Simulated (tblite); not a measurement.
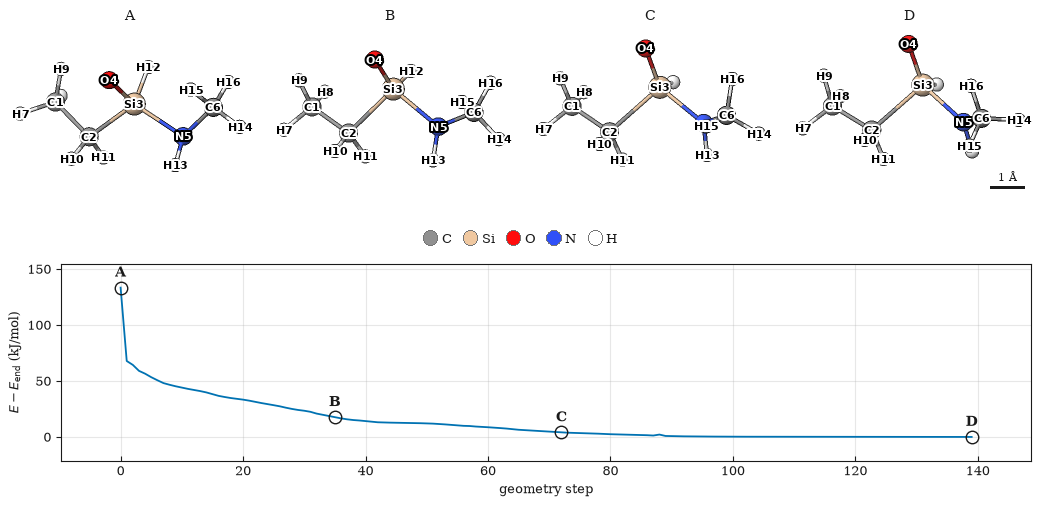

Frames of a relaxation of C₃H₁₀NOSi (multiplicity 2), marked on the history of the run. Style: ball-and-stick. Shown at a tilt.

These are results of tblite 0.8.0, GFN2-xTB geometry optimisation, gas phase, not measurements. 

Q: Describe the path.

A: The energy falls by 133.4 kJ/mol in 139 geometry steps. The largest move after the best rigid fit is that of H16, 1.82 Å. By element the largest moves are H 1.82 Å, O 1.57 Å, Si 0.77 Å, C 0.60 Å, N 0.46 Å. Among the contacts that change: Si3–O4 1.704 → 1.519 Å, C2–Si3 1.870 → 2.006 Å, C2–H10 1.117 → 1.083 Å, C1–H9 1.118 → 1.086 Å. Among the angles between lasting bonds that change: O4–Si3–H12 108.4° → 125.9°, Si3–N5–C6 107.0° → 123.5°, C2–Si3–N5 113.7° → 97.4°. Groups turn about C1–C2 by about 40°. From step 0 to 35: H9 moves most (0.74 Å), energy −115.7 kJ/mol. From step 35 to 72: H16 moves most (0.92 Å), energy −13.6 kJ/mol. From step 72 to 139: H16 moves most (0.71 Å), energy −4.06 kJ/mol.

| step | E − E(0), kJ/mol |
| --- | --- |
| 0 | 0.00 |
| 1 | -65.51 |
| 2 | -69.03 |
| 3 | -74.32 |
| 4 | -76.85 |
| 5 | -79.97 |
| 6 | -82.70 |
| 7 | -85.26 |
| 8 | -86.76 |
| 9 | -88.11 |
| 10 | -89.28 |
| 17 | -97.69 |
| 24 | -104.02 |
| 30 | -109.96 |
| 37 | -117.62 |
| 44 | -120.57 |
| 51 | -121.45 |
| 58 | -124.06 |
| 64 | -126.38 |
| 71 | -128.93 |
| 78 | -130.44 |
| 85 | -131.62 |
| 91 | -132.76 |
| 98 | -133.08 |
| 105 | -133.17 |
| 112 | -133.19 |
| 119 | -133.23 |
| 125 | -133.29 |
| 132 | -133.33 |
| 139 | -133.36 |
